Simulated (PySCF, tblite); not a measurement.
# C6H15BSi: geometry, infrared bands and NMR shifts

Wanted: the infrared bands and NMR shifts of C6H15BSi (`B/C(=C/C)C(C)(C)[SiH3]`), by calculation.

Programs: tblite 0.8.0 and PySCF 2.14.0, with density-fitted response routines of our own. Each step states its level of theory. These are calculated values for one molecule in the gas phase, unless marked as measured. Atoms count from 0, in the outputs and in this text.

### 1 Starting geometry

23 atoms, charge 0, multiplicity 1; geometry from: force field or distance geometry start.

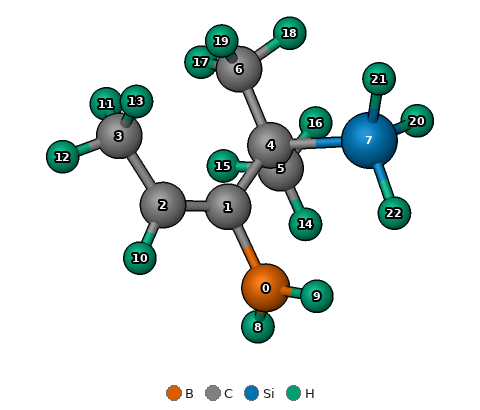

The starting geometry (boron orange, carbon grey, silicon blue, hydrogen teal), atoms numbered.

### 2 Relaxing the molecule with GFN2-xTB

What the job is given:

```
{"job": {"kind": "relax", "xc": "GFN2-xTB", "basis": "xTB"}, "charge": 0, "multiplicity": 1}
B      0.600500     2.126900     0.728000
C      0.697900     0.675600     0.070000
C      1.892100     0.362500    -0.388000
C      2.183600    -0.925800    -1.036700
C     -0.506200    -0.127100     0.103600
C     -1.547300     0.730000    -0.678800
C     -0.587300    -1.431500    -0.581600
Si    -1.268500    -0.257400     1.808100
H      0.247800     3.054700     0.125400
H      0.554800     2.117300     1.915500
H      2.692400     1.111900    -0.311700
H      1.555200    -1.212900    -1.875600
H      3.193000    -0.758500    -1.509300
H      2.426400    -1.753200    -0.316400
H     -1.632300     1.746400    -0.268100
H     -1.172800     0.734800    -1.714200
H     -2.478200     0.143000    -0.603100
H     -0.774500    -1.340400    -1.668400
H     -1.587300    -1.868500    -0.207000
H      0.120400    -2.214400    -0.278000
H     -2.738100    -0.165700     1.635100
H     -1.019200    -1.579700     2.408000
H     -0.857100     0.858800     2.653200
```

Run with:

```bash
$ OMP_NUM_THREADS=1 python probes_run.py task.json out
```

The driver reads the jobs from task.json and runs them one after another.

Log:

```text
step      E/eV     max force
  0    -635.82335    3.382
  1    -636.24101    0.883
  2    -636.37664    1.059
  3    -636.48525    0.878
  4    -636.57374    0.874
  5    -636.61600    0.540
  6    -636.64516    0.340
  7    -636.67404    0.427
  8    -636.70355    0.473
  9    -636.73035    0.361
 10    -636.74826    0.305
 11    -636.76052    0.250
 12    -636.77139    0.276
 13    -636.78327    0.309
 14    -636.79457    0.235
 15    -636.80450    0.263
 16    -636.81308    0.208
 17    -636.81969    0.198
 18    -636.82424    0.146
 19    -636.82752    0.163
 20    -636.83006    0.115
 21    -636.83233    0.110
 22    -636.83452    0.108
 23    -636.83656    0.121
 24    -636.83836    0.104
 25    -636.83992    0.089
 26    -636.84126    0.093
 27    -636.84241    0.079
 28    -636.84344    0.066
 29    -636.84453    0.080
 30    -636.84598    0.105
 31    -636.84801    0.121
 32    -636.85036    0.107
 33    -636.85237    0.085
 34    -636.85370    0.073
 35    -636.85472    0.070
 36    -636.85588    0.072
 37    -636.85715    0.086
 38    -636.85846    0.093
 39    -636.85984    0.077
 40    -636.86144    0.100
 41    -636.86329    0.099
 42    -636.86523    0.106
 43    -636.86727    0.097
 44    -636.86963    0.104
 45    -636.87241    0.130
 46    -636.87524    0.104
 47    -636.87777    0.120
 48    -636.88021    0.139
 49    -636.88307    0.134
 50    -636.88642    0.163
 51    -636.88869    0.320
 52    -636.89344    0.166
 53    -636.89732    0.120
 54    -636.90166    0.147
 55    -636.90689    0.186
 56    -636.91206    0.219
 57    -636.91679    0.192
 58    -636.91940    0.135
 59    -636.92167    0.118
 60    -636.92361    0.140
 61    -636.92534    0.122
 62    -636.92683    0.091
 63    -636.92819    0.085
 64    -636.93006    0.091
 65    -636.93199    0.108
 66    -636.93388    0.086
 67    -636.93560    0.084
 68    -636.93648    0.112
 69    -636.93827    0.101
 70    -636.93962    0.101
 71    -636.94208    0.083
 72    -636.94396    0.107
 73    -636.94670    0.125
 74    -636.95008    0.141
 75    -636.95391    0.155
 76    -636.95606    0.170
 77    -636.95867    0.164
 78    -636.96059    0.111
 79    -636.96362    0.101
 80    -636.96643    0.135
 81    -636.97150    0.194
 82    -636.97596    0.239
 83    -636.97740    0.228
 84    -636.98322    0.165
 85    -636.98709    0.134
 86    -636.99538    0.113
 87    -636.99793    0.128
 88    -637.00184    0.175
 89    -637.00724    0.202
 90    -637.01493    0.227
 91    -637.02599    0.325
 92    -637.03340    0.188
 93    -637.03896    0.197
 94    -637.04307    0.200
 95    -637.04930    0.149
 96    -637.05595    0.164
 97    -637.05920    0.134
 98    -637.06325    0.125
 99    -637.06831    0.118
100    -637.07319    0.138
101    -637.07841    0.157
102    -637.08283    0.163
103    -637.08625    0.158
104    -637.08941    0.149
105    -637.09266    0.128
106    -637.09714    0.156
107    -637.10129    0.158
108    -637.10445    0.106
109    -637.10640    0.099
110    -637.10799    0.096
111    -637.10966    0.102
112    -637.11137    0.088
113    -637.11287    0.105
114    -637.11438    0.104
115    -637.11615    0.101
116    -637.11823    0.119
117    -637.11989    0.093
118    -637.12120    0.079
119    -637.12229    0.076
120    -637.12339    0.084
121    -637.12435    0.082
122    -637.12519    0.090
123    -637.12591    0.055
124    -637.12659    0.068
125    -637.12713    0.044
126    -637.12754    0.039
127    -637.12790    0.040
128    -637.12837    0.059
129    -637.12901    0.062
130    -637.12972    0.041
131    -637.13032    0.056
132    -637.13077    0.061
133    -637.13116    0.049
134    -637.13151    0.040
135    -637.13178    0.033
136    -637.13197    0.023
137    -637.13209    0.024
138    -637.13219    0.024
139    -637.13229    0.025
140    -637.13240    0.025
141    -637.13255    0.026
142    -637.13276    0.029
143    -637.13299    0.033
144    -637.13323    0.035
145    -637.13345    0.032
146    -637.13367    0.031
147    -637.13390    0.031
148    -637.13419    0.039
149    -637.13443    0.037
150    -637.13463    0.027
151    -637.13480    0.029
152    -637.13498    0.031
153    -637.13517    0.030
154    -637.13537    0.033
155    -637.13554    0.041
156    -637.13571    0.041
157    -637.13589    0.034
158    -637.13619    0.032
159    -637.13639    0.031
160    -637.13654    0.029
161    -637.13664    0.026
162    -637.13674    0.019
163    -637.13683    0.018
164    -637.13691    0.016
165    -637.13698    0.020
166    -637.13706    0.022
167    -637.13716    0.022
168    -637.13727    0.021
169    -637.13737    0.025
170    -637.13747    0.024
171    -637.13762    0.029
172    -637.13783    0.030
173    -637.13804    0.026
174    -637.13821    0.024
175    -637.13832    0.017
176    -637.13840    0.014
177    -637.13846    0.014
178    -637.13851    0.015
179    -637.13854    0.013
180    -637.13857    0.013
181    -637.13860    0.012
182    -637.13862    0.014
183    -637.13865    0.014
184    -637.13869    0.015
185    -637.13875    0.017
186    -637.13883    0.018
187    -637.13892    0.019
188    -637.13899    0.019
189    -637.13906    0.017
190    -637.13913    0.017
191    -637.13919    0.013
192    -637.13923    0.012
193    -637.13927    0.013
194    -637.13930    0.011
195    -637.13933    0.012
196    -637.13936    0.010
197    -637.13937    0.006
```

Run time: 5.5 s. Hardware: 1 thread of Intel Xeon at 2.50GHz, shared host; peak memory 0.18 GiB.

Relaxation path: (not every step is listed)

| step | energy from step 0 (eV) | largest force (eV/Å) |
| --- | --- | --- |
| 0 | 0.0000 | 3.3817 |
| 1 | -0.4177 | 0.8831 |
| 2 | -0.5533 | 1.0593 |
| 3 | -0.6619 | 0.8776 |
| 4 | -0.7504 | 0.8736 |
| 5 | -0.7926 | 0.5405 |
| 6 | -0.8218 | 0.3398 |
| 7 | -0.8507 | 0.4271 |
| 8 | -0.8802 | 0.4728 |
| 26 | -1.0179 | 0.0934 |
| 44 | -1.0463 | 0.1037 |
| 62 | -1.1035 | 0.0914 |
| 80 | -1.1431 | 0.1348 |
| 98 | -1.2399 | 0.1249 |
| 116 | -1.2949 | 0.1193 |
| 134 | -1.3082 | 0.0396 |
| 152 | -1.3116 | 0.0310 |
| 170 | -1.3141 | 0.0244 |
| 188 | -1.3156 | 0.0194 |
| 192 | -1.3159 | 0.0117 |
| 193 | -1.3159 | 0.0133 |
| 194 | -1.3160 | 0.0111 |
| 195 | -1.3160 | 0.0120 |
| 196 | -1.3160 | 0.0103 |
| 197 | -1.3160 | 0.0063 |

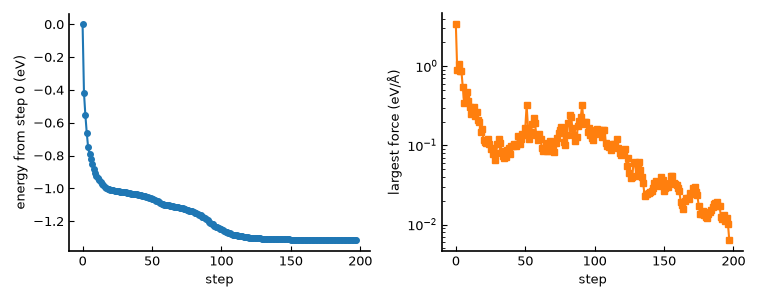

Energy and largest force along the relaxation.

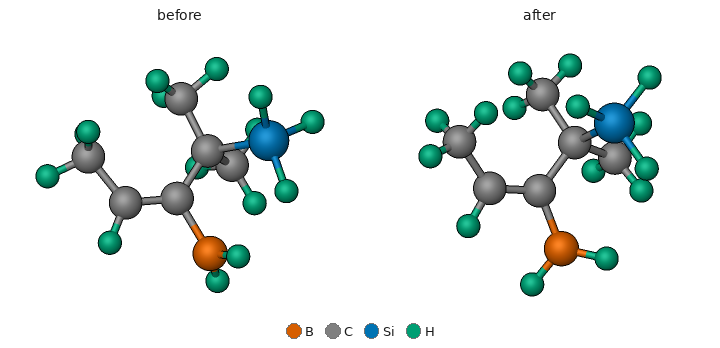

Before and after, at one scale.

Close pairs (by a distance rule), those that changed most:

| bond | before (Å) | after (Å) | change (Å) |
| --- | --- | --- | --- |
| C1–C4 | 1.448 | 1.516 | +0.068 |
| C6–H18 | 1.154 | 1.089 | -0.065 |
| C4–C6 | 1.476 | 1.535 | +0.059 |
| B0–C1 | 1.596 | 1.544 | -0.052 |
| C4–Si7 | 1.872 | 1.919 | +0.048 |
| C3–H12 | 1.127 | 1.089 | -0.038 |
| C3–H13 | 1.124 | 1.087 | -0.037 |
| C1–C2 | 1.317 | 1.348 | +0.032 |

The next job starts from the end point, and lists it.

### 3 Vibrational analysis with GFN2-xTB

What the job is given:

```
{"job": {"kind": "ir", "xc": "GFN2-xTB", "basis": "xTB"}, "charge": 0, "multiplicity": 1}
B      0.599403     2.298284     0.169745
C      0.567321     0.789498    -0.156594
C      1.786743     0.266596    -0.396900
C      2.244513    -1.156500    -0.438202
C     -0.712965    -0.010365    -0.018344
C     -1.908585     0.899388    -0.339984
C     -0.788843    -1.179652    -1.010017
Si    -0.884900    -0.627814     1.790741
H      1.379476     2.995072    -0.356126
H     -0.081968     2.756955     1.003827
H      2.594068     0.974335    -0.542749
H      2.103156    -1.575458    -1.435382
H      3.307761    -1.207057    -0.209002
H      1.709953    -1.777439     0.275714
H     -1.979014     1.737414     0.345707
H     -1.817072     1.297381    -1.350992
H     -2.840220     0.338499    -0.280470
H     -0.499584    -0.846771    -2.007060
H     -1.812444    -1.547822    -1.063333
H     -0.159147    -2.016860    -0.731029
H     -2.148730    -1.360565     1.915552
H      0.216481    -1.530221     2.137161
H     -0.880154     0.510088     2.707818
```

Log:

```text
mode    cm-1     km/mol
  1      47.8      0.14
  2      87.3      0.06
  3     145.2      0.45
  4     168.5      1.09
  5     182.9      0.85
  6     194.4      0.48
  7     218.4      6.26
  8     235.0      0.20
  9     238.1      6.23
 10     285.2      0.18
 11     306.5      0.79
 12     344.5      3.24
 13     356.5      1.03
 14     424.4      2.19
 15     486.6      3.99
 16     539.6     38.36
 17     549.5     29.83
 18     575.5     23.40
 19     613.4     11.68
 20     767.5    163.10
 21     779.4    128.88
 22     782.0    161.18
 23     797.4    348.46
 24     813.5      3.74
 25     828.2    148.20
 26     844.8     30.83
 27     956.6      7.59
 28     966.4      0.73
 29    1011.4     14.99
 30    1016.9      0.99
 31    1032.3      7.38
 32    1082.2      1.52
 33    1113.4      5.03
 34    1164.8      2.14
 35    1174.2     11.41
 36    1201.4     12.04
 37    1251.9     76.29
 38    1353.2      9.43
 39    1398.8      8.50
 40    1411.3      2.03
 41    1429.0      3.05
 42    1476.9      4.28
 43    1489.9      2.26
 44    1504.3      1.19
 45    1507.2      0.65
 46    1515.2      4.41
 47    1528.2      2.27
 48    1623.1     67.36
 49    2240.4    404.75
 50    2247.3    221.00
 51    2283.6    254.42
 52    2625.2    137.41
 53    2645.6    151.75
 54    2985.5     13.63
 55    2995.2     13.40
 56    2999.3     78.84
 57    3009.6      3.30
 58    3017.4     80.64
 59    3019.7     19.44
 60    3033.6     27.09
 61    3044.1     57.61
 62    3060.5     24.43
 63    3071.7     28.60
```

It took 3.3 s on 1 thread of Intel Xeon at 2.50GHz, shared host; peak memory 0.18 GiB.

Which atoms move in the most intense modes:

| cm⁻¹ | km/mol | atoms |
| --- | --- | --- |
| 768 | 163.1 | H10 39 % |
| 782 | 161.2 | H21 56 %, H22 24 %, H20 15 % |
| 797 | 348.5 | H21 37 %, H20 28 %, H22 22 % |
| 828 | 148.2 | H9 31 %, H8 29 %, B0 23 % |
| 2240 | 404.8 | H20 80 %, H21 16 % |
| 2247 | 221.0 | H21 80 %, H20 17 % |
| 2284 | 254.4 | H22 96 % |
| 2646 | 151.8 | H8 50 %, H9 39 %, B0 11 % |

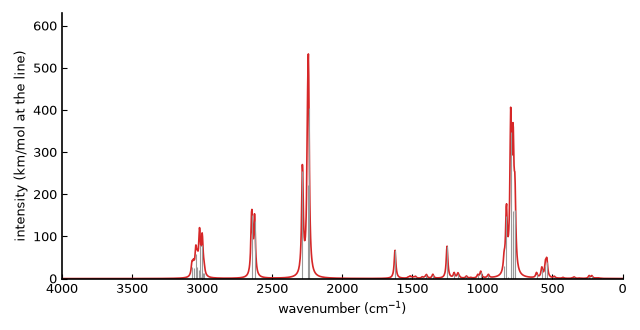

The infrared spectrum from these modes, unscaled. Lines are broadened to a width of 14 cm⁻¹ (Lorentzian).

### 4 NMR shieldings: PBE0/pcSseg-1

Settings changed since step 3:

```diff
@@ -1,2 +1,2 @@
-{"job": {"kind": "ir", "xc": "GFN2-xTB", "basis": "xTB"}, "charge": 0, "multiplicity": 1}
+{"job": {"kind": "nmr", "xc": "PBE0", "basis": "pcSseg-1"}, "charge": 0, "multiplicity": 1}
 B      0.599403     2.298284     0.169745
```

Method: GIAO PBE0/pcSseg-1 NMR shielding, non-relativistic, gas phase.

Log:

```text
coarse grid: 18528 points
cycle   1  E = -551.3533318787  dE =  5.432e-01  |g| = 4.298e-01  |ddm| = 4.105e+00
cycle   2  E = -551.3397133341  dE =  1.362e-02  |g| = 4.946e-01  |ddm| = 9.562e-01
cycle   3  E = -551.4041497755  dE = -6.444e-02  |g| = 9.266e-02  |ddm| = 6.182e-01
cycle   4  E = -551.4059435607  dE = -1.794e-03  |g| = 3.844e-02  |ddm| = 1.227e-01
cycle   5  E = -551.4062849485  dE = -3.414e-04  |g| = 1.185e-02  |ddm| = 4.346e-02
cycle   6  E = -551.4063234950  dE = -3.855e-05  |g| = 3.087e-03  |ddm| = 1.467e-02
cycle   7  E = -551.4063257182  dE = -2.223e-06  |g| = 5.409e-04  |ddm| = 2.991e-03
final grid: 170968 points
cycle   8  E = -551.4537176666  dE = -6.847e-05  |g| = 9.039e-03  |ddm| = 4.774e-02
cycle   9  E = -551.4537090101  dE =  8.657e-06  |g| = 1.068e-02  |ddm| = 1.991e-02
cycle  10  E = -551.4537395992  dE = -3.059e-05  |g| = 1.074e-03  |ddm| = 1.166e-02
cycle  11  E = -551.4537398809  dE = -2.817e-07  |g| = 2.602e-04  |ddm| = 1.444e-03
cycle  12  E = -551.4537398961  dE = -1.524e-08  |g| = 7.402e-05  |ddm| = 2.658e-04
cycle  13  E = -551.4537398974  dE = -1.251e-09  |g| = 2.901e-05  |ddm| = 1.094e-04
cycle  14  E = -551.4537398976  dE = -2.050e-10  |g| = 1.057e-05  |ddm| = 4.008e-05
converged SCF energy = -551.4537398976

GIAO shielding tensors (ppm)
atom      isotropic    diamagn.    paramagn.     s11        s22        s33       span
  0 B       28.632     195.650    -167.018    -20.163    -16.839    122.898    143.062
  1 C       12.785     258.171    -245.386    -80.407    -36.089    154.852    235.258
  2 C       32.506     255.901    -223.395    -71.305     16.571    152.251    223.556
  3 C      165.455     250.508     -85.053    154.520    165.394    176.451     21.931
  4 C      158.528     246.105     -87.577    147.047    156.391    172.146     25.099
  5 C      156.252     249.023     -92.771    132.158    151.296    185.300     53.142
  6 C      157.979     248.624     -90.645    140.721    152.164    181.052     40.331
  7 Si     412.783     881.664    -468.881    380.989    386.102    471.258     90.268
  8 H       24.926      31.254      -6.328     19.580     26.839     28.358      8.777
  9 H       24.616      32.293      -7.677     17.460     26.516     29.872     12.411
 10 H       24.991      32.912      -7.921     21.629     24.917     28.427      6.798
 11 H       29.403      30.192      -0.790     25.164     28.829     34.214      9.050
 12 H       29.782      28.460       1.323     25.464     27.601     36.281     10.817
 13 H       29.482      32.697      -3.215     24.585     30.899     32.962      8.377
 14 H       29.711      32.264      -2.552     25.125     27.573     36.436     11.311
 15 H       30.674      31.681      -1.007     27.274     28.343     36.405      9.131
 16 H       30.697      31.671      -0.974     26.975     28.437     36.680      9.705
 17 H       30.503      32.362      -1.860     27.171     28.367     35.971      8.800
 18 H       30.698      32.069      -1.371     26.524     28.916     36.654     10.130
 19 H       29.730      33.158      -3.427     25.361     28.906     34.923      9.562
 20 H       27.863      30.639      -2.776     24.701     25.703     33.187      8.486
 21 H       27.709      30.733      -3.024     23.335     27.425     32.367      9.032
 22 H       27.771      30.769      -2.998     24.195     25.959     33.159      8.963
```

It took 2.6 min on 1 thread of Intel Xeon at 2.50GHz, shared host; peak memory 1.1 GiB.

Shifts follow as δ = σ(reference) − σ, with reference shieldings (ppm) from runs at the same level and on the same kind of geometry: ¹H TMS 31.72, ¹³C TMS 186.9, ²⁹Si TMS 349.2, ¹¹B BF3·OEt2 100.1. The references are single molecules in the gas phase. Atoms listed in one row are averaged.

| atoms | environment | σ (ppm) | δ (ppm) | δ scaled to CDCl3 |
| --- | --- | --- | --- | --- |
| C1 | fully substituted alkene carbon | 12.8 | 174.1 | 168.0 |
| C2 | alkene CH | 32.5 | 154.4 | 148.8 |
| C5, C6 | methyl carbon | 157.1 | 29.8 | 27.2 |
| C4 | allylic fully substituted sp3 carbon bonded to Si | 158.5 | 28.4 | 25.8 |
| C3 | allylic methyl carbon | 165.5 | 21.5 | 19.0 |
| H8, H9 | hydrogen on a boron bonded to C | 24.77 | 6.95 | – |
| H10 | hydrogen on an alkene CH | 24.99 | 6.73 | 6.45 |
| H20, H21, H22 | hydrogen on a silicon bonded to C | 27.78 | 3.94 | – |
| H11, H12, H13 | hydrogen on an allylic methyl carbon | 29.56 | 2.16 | 2.14 |
| H14, H15, H16, H17, H18, H19 | hydrogen on a methyl carbon | 30.34 | 1.38 | 1.41 |
| B0 | boron bonded to C, 2 H | 28.6 | 71.4 | – |
| Si7 | silicon bonded to C, 3 H | 412.8 | -63.6 | – |

The scaled column applies a straight-line fit of computed shieldings to shifts measured in CDCl3 (root-mean-square error 0.16 ppm for H, 1.9 ppm for C).

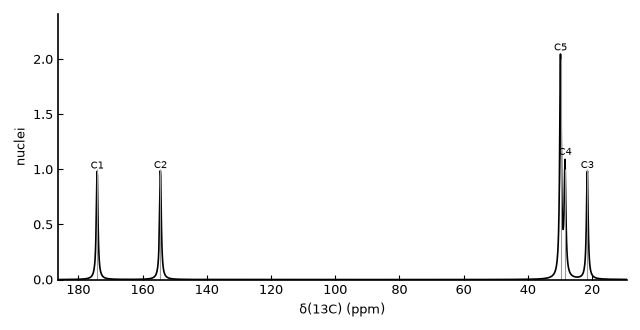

¹³C lines at the computed shifts, without couplings. Lines are broadened to a width of 0.61 ppm (Lorentzian).

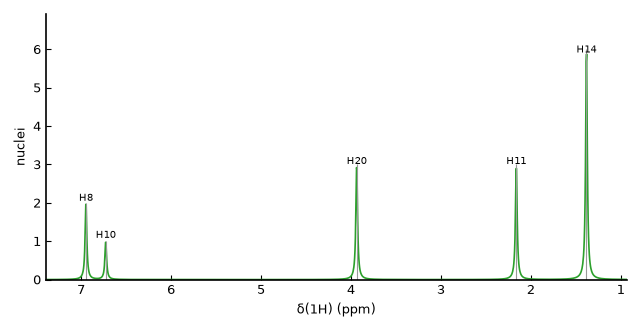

¹H lines at the computed shifts, without couplings. Lines are broadened to a width of 0.02 ppm (Lorentzian).

Charges from the same density, by scheme (e):

| atoms | Mulliken | IAO | Hirshfeld | ESP fit |
| --- | --- | --- | --- | --- |
| B0 | 0.16 | -0.01 | 0.12 | 0.33 |
| C1 | -0.23 | -0.13 | -0.07 | -0.52 |
| C2 | -0.19 | -0.09 | -0.01 | 0.12 |
| C3 | -0.22 | -0.43 | -0.11 | -0.45 |
| C4 | -0.70 | -0.20 | -0.05 | 0.63 |
| C5, C6 | -0.17 | -0.41 | -0.12 | -0.64 |
| Si7 | 0.53 | 0.59 | 0.30 | 0.24 |

ESP fit charges:

B0 0.33; C1 -0.52; C2 0.12; C3 -0.45; C4 0.63; C5 -0.66; C6 -0.63; Si7 0.24; H8 -0.13; H9 -0.13; H10 0.09; H11 0.15; H12 0.14; H13 0.12; H14 0.17; H15 0.18; H16 0.14; H17 0.17; H18 0.14; H19 0.15; H20 -0.10; H21 -0.08; H22 -0.08

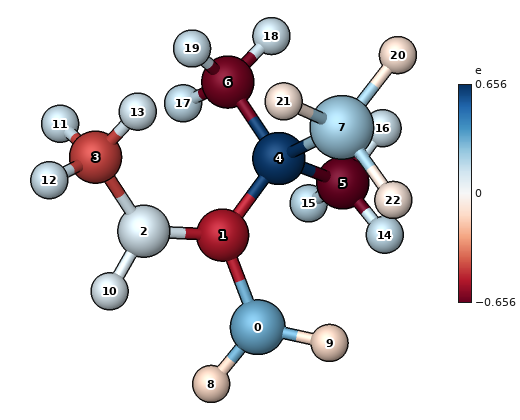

ESP fit charges, as colours on the atoms.

Mayer bond orders: B0–C1 1.04, C1–C2 1.82, C2–C3 1.07, C1–C4 0.92, C4–C5 1.03, C4–C6 1.03, C4–Si7 0.86.

The fields below are evaluated on a grid from the run's orbitals.

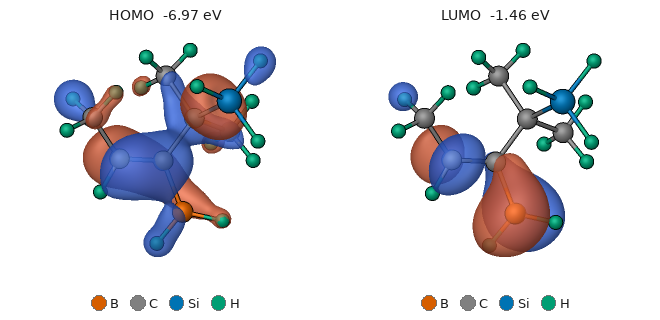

PBE0/pcSseg-1 orbitals near the gap, drawn at the value that encloses 70 % of each; the two colours are the two signs.

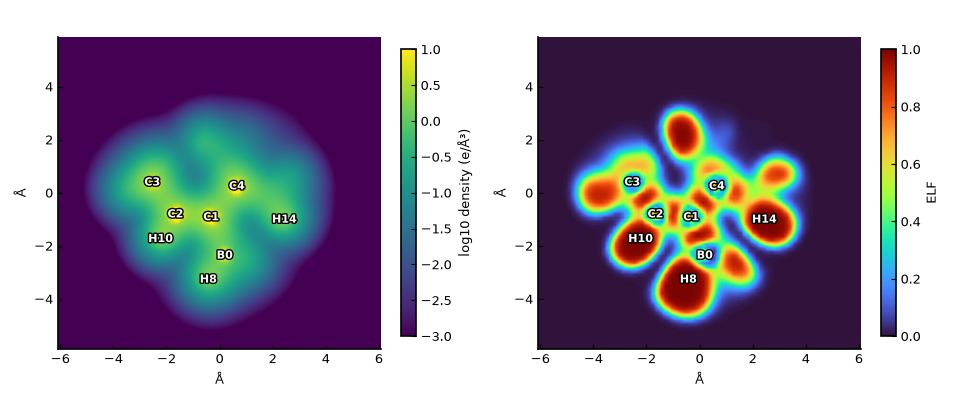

Density (left) and ELF (right) in a plane through or near 8 of the atoms.

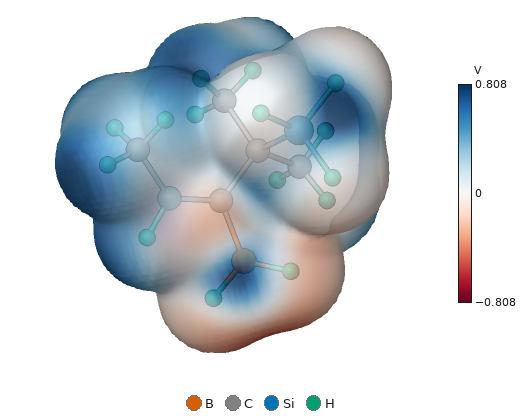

Electrostatic potential on the surface of density 0.002 e/bohr³; red is low, blue high. It runs from -0.49 V near C1 to 0.81 V near B0.

### 5 Summary of results

| quantity | value |
| --- | --- |
| strongest single infrared mode (GFN2-xTB) | 2240 cm⁻¹, 405 km/mol |
| zero-point energy (GFN2-xTB) | 117.4 kcal/mol |
| ¹³C shifts against TMS (PBE0/pcSseg-1, means over atoms taken as alike) | 174.1, 154.4, 29.8, 28.4, 21.5 ppm |
| ¹H shifts against TMS (PBE0/pcSseg-1, means over atoms taken as alike) | 6.95, 6.73, 3.94, 2.16, 1.38 ppm |
| ¹¹B shifts against BF3·OEt2 (PBE0/pcSseg-1) | 71.4 ppm |
| ²⁹Si shifts against TMS (PBE0/pcSseg-1) | -63.6 ppm |
| surface potential, least and greatest | -0.49 V and 0.81 V |

In words: Over 197 steps the energy fell by 1.316 eV; of the close pairs, C1–C4 changed most, 1.448 to 1.516 Å. All 63 modes are real, so the xTB geometry is a minimum. The strongest single mode, at 2240 cm⁻¹, moves mainly H20. Unscaled tight-binding wavenumbers are off by several per cent, some by more. Its intensities can rank the bands wrongly. By nearest atom (PBE0/pcSseg-1), the HOMO sits on C1, C2 about 23 % each; C4 13 % and the LUMO on B0 38 %; C2 21 %.
